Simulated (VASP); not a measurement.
Band structure of Ta (bcc). These are PBE GGA with spin-orbit coupling, VASP's PBE PAW potentials (set 64) (plane waves; VASP) values and carry that method's errors.

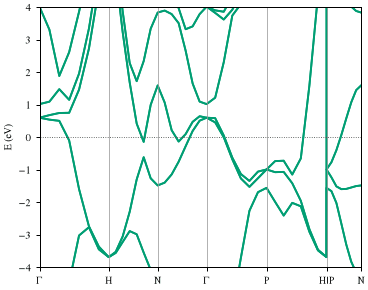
Bands along high-symmetry lines, zero at the valence-band maximum or, without a gap, the Fermi level

**Question.** Read the plot: is there a gap, and where are the band edges?

**Answer.** It has no gap at this level: it comes out as a metal or semimetal.

The compound is Ta in the bcc structure. It was relaxed first.
